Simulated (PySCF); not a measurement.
**BH3O2 (SMILES OBO), step by step**

We compute a series of 16 runs (PBE0-D4/def2-TZVP, CCSD(T)/def2-TZVPP, RI-MP2/def2-QZVPP, PBE-D4/def2-TZVPP, r2SCAN-D4/def2-TZVPP, B3LYP-D4/def2-TZVPP, PBE0-D4/def2-TZVPP, wB97M-V/def2-TZVPP, and more) of BH3O2. Input form: a Python script.

The calculation is run with PySCF 2.14.0.

### 1 Starting point

The species is BH3O2 (6 atoms), meant as a singlet with charge 0. As SMILES, `OBO`. All atoms were displaced at random from a relaxed shape. The run starts from this shape.

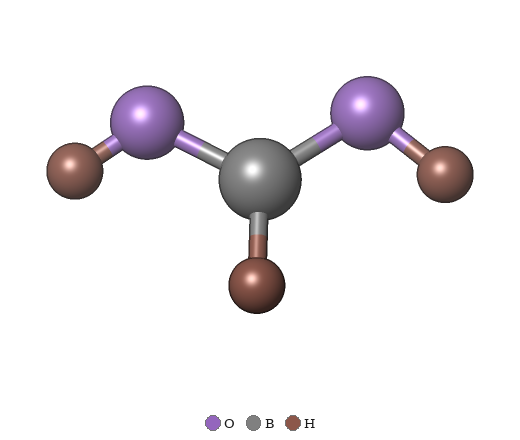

Viewed from a chosen angle; oxygen purple, boron grey, hydrogen brown.

### 2 A geometry optimisation at PBE0-D4/def2-TZVP (density fitting with def2-universal-jkfit) (run 1)

geometry.xyz

```xyz
6
BH3O2
O     -1.182508    -0.517726    -0.284864
B      0.051245     0.018803    -0.062014
O      0.534207    -0.085604     1.216516
H     -1.547459    -0.366184    -1.124841
H      0.620706     0.563513    -1.013260
H      1.485112     0.422503     1.195508
```

run.py

```python
from pyscf import gto, dft
from pyscf.geomopt.geometric_solver import kernel as optimise

system = gto.M(
    atom='geometry.xyz',
    verbose=3,
    basis='def2-tzvp',
    max_memory=1860,
)

ks = dft.RKS(system, xc='pbe0')
ks = ks.density_fit(auxbasis='def2-universal-jkfit')
ks.grids.level = 4
ks.disp = 'd4'
ks.conv_tol = 1e-09
ks.max_cycle = 100
converged, mol_eq = optimise(ks, maxsteps=100)
print('converged:', converged)
print(mol_eq.tostring())

ks.reset(mol_eq)
system = mol_eq
ks.kernel()
e_final = ks.e_tot
print('E(%s) = %.9f' % ('PBE0', e_final))
```

Launch:

```
$ OMP_NUM_THREADS=1 python run.py
```

The program printed:

```text
maxiter                   100
[... 30 lines left out ...]
> Will converge when all 5 criteria are reached:
[... 19 lines left out ...]
converged SCF energy = -177.068451240636
[... 22 lines left out ...]
converged SCF energy = -177.081718242087
[... 45 lines left out ...]
converged SCF energy = -177.082190364767
[... 45 lines left out ...]
converged SCF energy = -177.082229271089
[... 35 lines left out ...]
Converged! =D
[... 1 line left out ...]
converged: True
O          -1.19664478       -0.49759443       -0.24406631
B           0.03555168        0.04418468       -0.07774276
O           0.57776956       -0.03854941        1.16289073
H          -1.52299965       -0.40519995       -1.13983669
H           0.62067519        0.57376624       -0.98785965
H           1.44697336        0.36097828        1.21301430
converged SCF energy = -177.082229674646
E(PBE0) = -177.082229675
```

Run time: 1.9 min. Hardware: 1 thread of Arm Neoverse V2, shared host; peak memory 1 GiB.

Steps, from the record of the run:

```csv
step,energy from the first frame kept (eV),largest force (eV/Å)
0,0.0000,4.5458
1,-0.3610,0.3712
2,-0.3637,0.4151
3,-0.3739,0.1626
4,-0.3740,0.1464
5,-0.3749,0.0216
6,-0.3749,0.0064
```

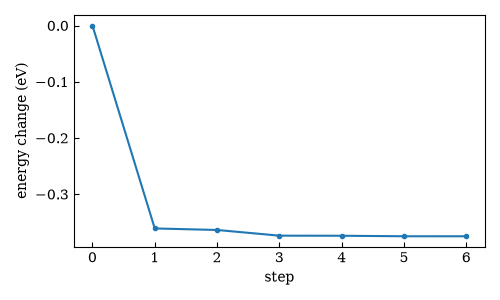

Energy along the run.

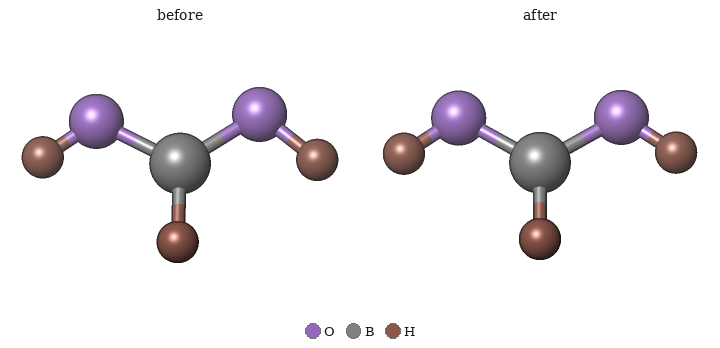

Before and after, at one scale.

After the run. Bond lengths: O1–B2 1.356 Å, B2–O3 1.356 Å, O1–H4 0.958 Å, B2–H5 1.205 Å, O3–H6 0.958 Å. Angles: O1–B2–O3 116.8°, O1–B2–H5 121.6°, O3–B2–H5 121.6°, B2–O1–H4 112.7°, B2–O3–H6 112.7°.

### 3 The harmonic vibrations at PBE0-D4/def2-TZVP (density fitting with def2-universal-jkfit) (run 2)

mol.xyz

```xyz
6

O     -1.001252    -0.332851    -0.525667
B      0.230989     0.209284    -0.360173
O      0.773943     0.126901     0.880074
H     -1.327843    -0.240712    -1.421434
H      0.816112     0.738865    -1.270290
H      1.643133     0.526375     0.929854
```

run.py

```python
import numpy
from pyscf import gto, dft, symm
from pyscf.hessian import thermo

mol = gto.M(
    atom='mol.xyz',
    max_memory=1860,
    basis='def2-tzvp',
    spin=0,
    verbose=3,
)

mf = dft.RKS(mol, xc='pbe0')
mf = mf.density_fit(auxbasis='def2-universal-jkfit')
mf.conv_tol = 1e-09
mf.disp = 'd4'
mf.grids.level = 4
mf.max_cycle = 100
mf.kernel()

e_tot = mf.e_tot
print('E(%s) = %.9f' % ('PBE0', e_tot))
hess = mf.Hessian().kernel()
modes = thermo.harmonic_analysis(mol, hess)
print('frequencies (1/cm)', numpy.round(modes['freq_wavenumber'], 1))
symm.geom.TOLERANCE = 1e-3  # for the symmetry number
th = thermo.thermo(mf, modes['freq_au'], 298.15, 101325)
thermo.dump_thermo(mol, th)
```

Launch:

```
$ OMP_NUM_THREADS=1 python run.py
```

The program printed:

```text
converged SCF energy = -177.082229591391
E(PBE0) = -177.082229591

WARN: DFTD4 does not support analytical Hessian, using finite difference.

WARN: Mole.unit (angstrom) is changed to Bohr

frequencies (1/cm) [ 499.8  509.   578.   933.1  955.8  993.7 1118.7 1251.4 1491.9 2564.7
 3925.8 3927.2]
temperature 298.1500 [K]
pressure 101325.00 [Pa]
Rotational constants [GHz] 69.50418 10.05943 8.78759
Symmetry number 1
Zero-point energy (ZPE) 0.04271 [Eh]   112145.707 [J/mol]
                           tot       elec      trans        rot        vib
Entropy [J/mol/K]       255.624      0.000    156.450     89.898      9.276
Cv [J/mol/K]             47.304      0.000     12.472     12.472     22.360
Cp [J/mol/K]             55.618      0.000     20.786     12.472     22.360
Internal energy [J/mol]                      3718.434   3718.434 114207.231
Internal energy [Eh]   -177.03590  -177.08223
Enthalpy [J/mol]                             6197.391   3718.434 114207.231
Enthalpy [Eh]          -177.03495
Gibbs free energy [J/mol]                  -40448.123 -23084.557 111441.463
Gibbs free energy [Eh] -177.06398
```

It took 3.8 min on 1 thread of Arm Neoverse V2, shared host; peak memory 1.5 GiB.

Runs 3 to 13 aren't shown in full; the table further down has their settings and results.

### 4 A single-point energy at HF/STO-3G (run 14)

calc.py

```python
# OBO
from pyscf import gto, scf

molecule = gto.M(
    atom=[
    ('O', (-1.196645, -0.497594, -0.244066)),
    ('B', (0.035552, 0.044185, -0.077743)),
    ('O', (0.577770, -0.038549, 1.162891)),
    ('H', (-1.523000, -0.405200, -1.139837)),
    ('H', (0.620675, 0.573766, -0.987860)),
    ('H', (1.446973, 0.360978, 1.213014)),
],
    verbose=3,
    basis='sto-3g',
    charge=0,
    max_memory=1860,
    spin=0,
)

mf = scf.RHF(molecule)
mf.conv_tol = 1e-10
mf.kernel()
if not mf.converged:
    mf = mf.newton().run(mf.mo_coeff, mf.mo_occ)

energy = mf.e_tot
print('Final energy', energy)
```

Launch:

```
$ OMP_NUM_THREADS=1 python calc.py
```

The program printed:

```text
converged SCF energy = -173.885768652679
Final energy -173.8857686526791
```

Wall time 0.54 s (1 thread of Arm Neoverse V2, shared host); peak memory 0.11 GiB.

Run 15 isn't shown in full; the table further down has it.

### 5 The doublet cation: a single-point energy at UB3LYP/6-31G(d) (spherical functions) (run 16)

run.py

```python
from pyscf import gto, dft

mol = gto.M(
    atom=[
    ('O', (-1.196645, -0.497594, -0.244066)),
    ('B', (0.035552, 0.044185, -0.077743)),
    ('O', (0.577770, -0.038549, 1.162891)),
    ('H', (-1.523000, -0.405200, -1.139837)),
    ('H', (0.620675, 0.573766, -0.987860)),
    ('H', (1.446973, 0.360978, 1.213014)),
],
    max_memory=1860,
    charge=1,
    spin=1,
    verbose=3,
    basis='6-31g*',
)

mf = dft.UKS(mol, xc='b3lyp')
mf.grids.level = 5
mf.conv_tol = 1e-10
mf.kernel()
if not mf.converged:
    mf = mf.newton().run(mf.mo_coeff, mf.mo_occ)

e_final = mf.e_tot
print('Final energy', e_final)
```

Launch:

```
$ OMP_NUM_THREADS=1 python run.py
```

The program printed:

```text
WARN: HOMO -0.397830956918729 >= LUMO -0.397830956918728

converged SCF energy = -176.760819841493  <S^2> = 0.75599765  2S+1 = 2.0059887
Final energy -176.76081984149306
```

Run time: 17 s. Hardware: 1 thread of Arm Neoverse V2, shared host; peak memory 0.29 GiB.

### 6 Overview of the runs

```csv
run,level,task,optimizer,partner,energy (Eh),dipole moment (D) of the reference,HOMO energy (eV),LUMO energy (eV),wall time
1,PBE0-D4/def2-TZVP (density fitting with def2-universal-jkfit),optimise,geomeTRIC,base,-177.082230,2.29,-9.14,0.91,1.9 min
2,PBE0-D4/def2-TZVP (density fitting with def2-universal-jkfit),frequencies,–,base,-177.082230,2.29,-9.14,0.91,3.8 min
3,CCSD(T)/def2-TZVPP,energy,–,base,-176.960034,2.58,-13.23,3.28,2.5 min
4,RI-MP2/def2-QZVPP (density fitting with def2-universal-jkfit),energy,–,base,-176.982040,2.57,-13.25,2.66,3.3 s
5,PBE-D4/def2-TZVPP,energy,–,base,-177.079147,2.06,-7.52,-0.07,26 s
6,r2SCAN-D4/def2-TZVPP,energy,–,base,-177.190467,2.15,-7.88,0.36,47 s
7,B3LYP-D4/def2-TZVPP,energy,–,base,-177.294748,2.24,-8.94,0.50,20 s
8,PBE0-D4/def2-TZVPP,energy,–,base,-177.085424,2.23,-9.14,0.90,20 s
9,wB97M-V/def2-TZVPP (density fitting with def2-universal-jkfit),energy,–,base,-177.223299,2.23,-11.55,2.20,56 s
10,B2PLYP/def2-TZVPP,energy,–,base,-177.162074,2.41,-10.72,1.70,22 s
11,SVWN5/def2-TZVPP,energy,–,base,-175.915210,2.15,-7.63,-0.34,14 s
12,M06-2X/def2-TZVPP,energy,–,base,-177.215960,2.36,-10.71,1.39,48 s
13,B3LYP/6-31G* (spherical functions),energy,–,base,-177.188734,2.22,-8.53,1.45,6 s
14,HF/STO-3G,energy,–,base,-173.885769,2.04,-10.08,9.74,0.54 s
15,UPBE-D4/def2-TZVPP,energy,–,cation,-176.659491,–,-15.49,-15.33,62 s
16,UB3LYP/6-31G* (spherical functions),energy,–,cation,-176.760820,–,-16.74,-14.72,17 s
```

### 7 What came out

```
                                                             quantity          value
                                 doublet cation, run 16: total energy  -176.76082 Eh
           doublet cation, run 16: HOMO energy (highest over α and β)      -16.74 eV
            doublet cation, run 16: LUMO energy (lowest over α and β)      -14.72 eV
                                         doublet cation, run 16: ⟨S²⟩          0.756
vertical ionisation energy (to the doublet cation), PBE-D4/def2-TZVPP      11.419 eV
     vertical ionisation energy (to the doublet cation), B3LYP/6-31G*      11.644 eV
```

What this shows: At PBE-D4/def2-TZVPP: the vertical ionisation energy comes to 11.42 eV (263 kcal/mol). The negative HOMO energy of the first species, 7.52 eV, lies 3.90 eV below that difference. At B3LYP/6-31G*: removing an electron at fixed nuclei costs 11.64 eV (1123 kJ/mol). −ε(HOMO) before ionisation, 8.53 eV, is 3.11 eV below this ionisation energy. Totals of different functionals can't be ranked against each other. In run 14 the basis is minimal, so the values are rough. All runs together took 14 min, the longest 3.8 min.
